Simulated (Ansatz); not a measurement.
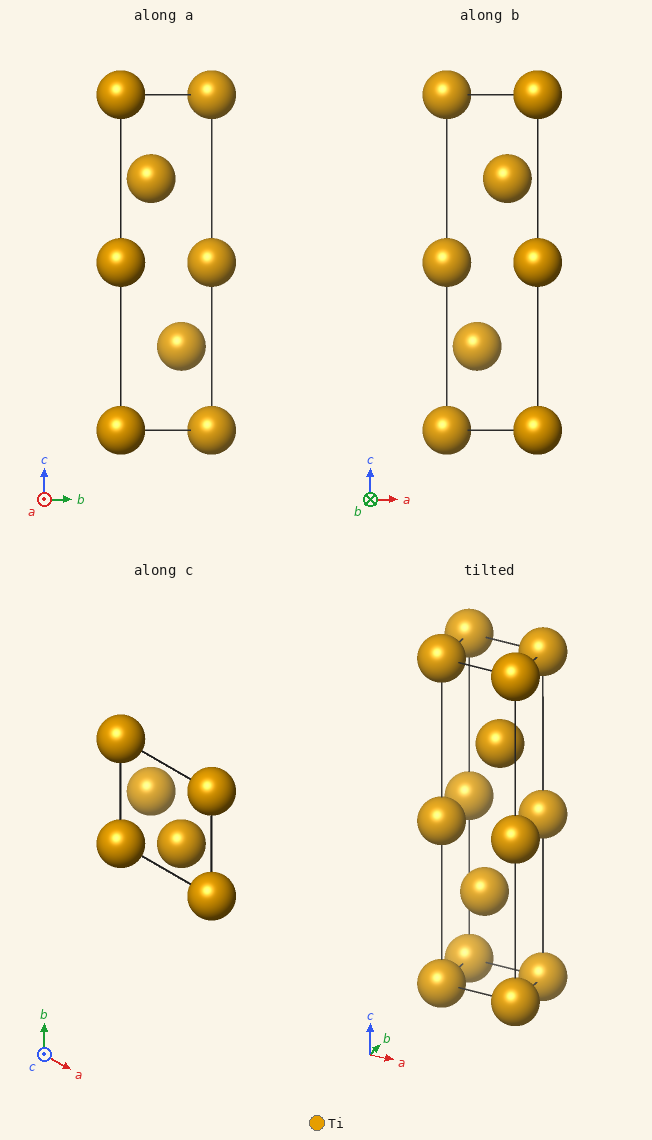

The image is a spheres-only drawing of a crystal, viewed along the a axis, along the b axis, along the c axis and slightly off an axis. Lines trace the edges of the conventional unit cell.

Lattice parameters: a = 3.0316 Å, b = 3.0316 Å, c = 9.7013 Å, α = 90.000°, β = 90.000°, γ = 120.000°.

Set out the cell and atoms as a CIF with its space group and independent sites.

Answer.
```cif
data_structure
_symmetry_space_group_name_H-M 'P 63/m m c'
_symmetry_Int_Tables_number 194
_cell_length_a 3.0316
_cell_length_b 3.0316
_cell_length_c 9.7013
_cell_angle_alpha 90.000
_cell_angle_beta 90.000
_cell_angle_gamma 120.000
_cell_volume 77.22
loop_
_atom_site_label
_atom_site_type_symbol
_atom_site_symmetry_multiplicity
_atom_site_Wyckoff_symbol
_atom_site_fract_x
_atom_site_fract_y
_atom_site_fract_z
_atom_site_occupancy
Ti1 Ti 2 a 0.0000 0.0000 0.0000 1
Ti2 Ti 2 c 0.3333 0.6667 0.2500 1
```

The cell started as a structure type filled with this element by a generator (whether the element takes this form wasn't checked). Earlier steps of the study may have refined or changed the cell and positions. Ansatz was used for an electronic-structure calculation on it.

At this level of theory the cell isn't at rest (stretched, at -7 GPa), so its distances can differ from those at equilibrium, the more so the softer the solid.
